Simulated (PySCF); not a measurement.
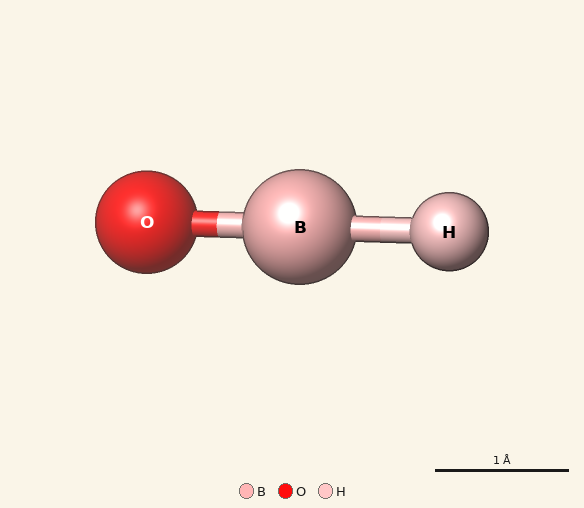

Depth is shown by fading: the farther an atom, the more it takes the colour of the background. The computed structure is the end point of a PBE0-D4/def2-TZVP optimisation. No frequency run is at hand to confirm it as a minimum. Masses are those of the most abundant isotopes; constants are for the rigid equilibrium geometry.

> What kind of rotor is it, and what are its rotational constants in cm⁻¹?

A linear rotor (C∞v) with B = 1.32 cm⁻¹.
